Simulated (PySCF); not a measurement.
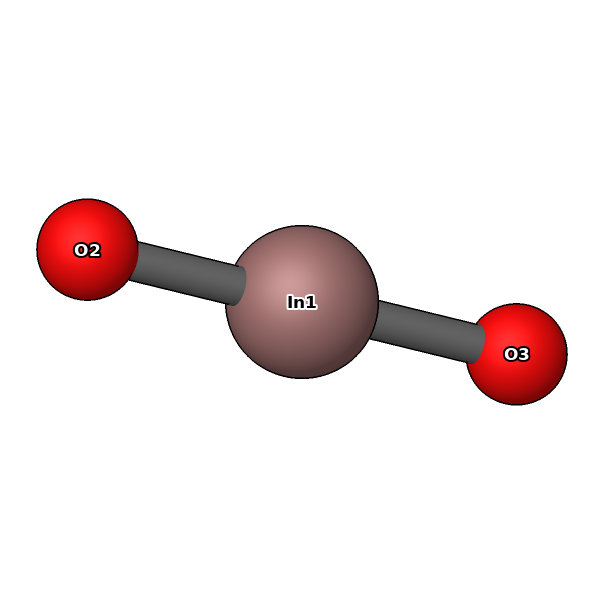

The thickness of each stick grows with its Mayer bond order. State: charge −1, singlet. The computed structure is the end point of a PBE0/def2-TZVPD with core potentials optimisation. Method: PBE0/x2c-TZVP (spin-free X2C) (PySCF 2.14.0).

List the Mayer bond orders of In1–O2 (one bond of each equivalent set).

| bond | Mayer order | length (Å) |
| --- | --- | --- |
| In1–O2 | 1.75 | 1.869 |
